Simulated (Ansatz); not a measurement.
```yaml
atoms:
  - { symbol: C, position_ang: [-0.7737, -0.2978, 1.2528] }
  - { symbol: Ge, position_ang: [0.8278, -1.9529, -0.7134] }
  - { symbol: N, position_ang: [-0.0981, -0.9970, 0.4231] }
  - { symbol: H, position_ang: [-0.9799, 0.7624, 1.0730] }
  - { symbol: H, position_ang: [-1.1725, -0.7321, 2.1755] }
```

Geometry: B3LYP/6-31G*.

All numbers below come from isolated molecule in a Gaussian basis; Kohn-Sham density functional theory, functional PBE0 (Ansatz 0.2.0).

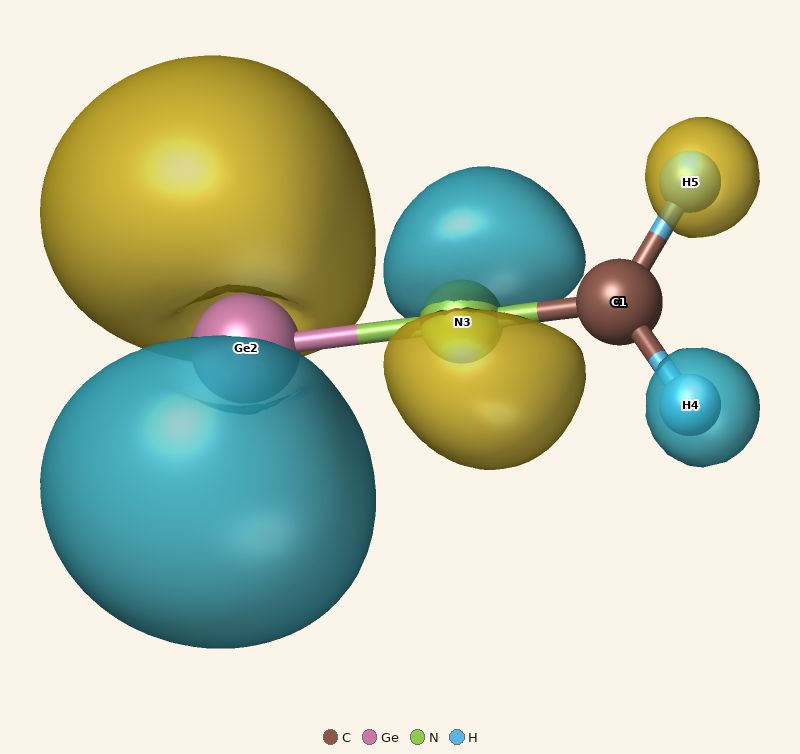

CH₂GeN (SMILES [CH2][N+]#[Ge-]) (doublet). The LUMO (α) at ±0.1 Å⁻³ᐟ² (yellow and cyan are the two phases), seen at a tilt.

Question: Describe this orbital and give its energy.

Answer: Its weight (Hirshfeld) is mainly on Ge2 (about 75 %) and N3 (about 15 %); it is symmetric in the molecular plane (an in-plane orbital: σ, lone-pair or in-plane π type). Its energy is −1.67 eV.
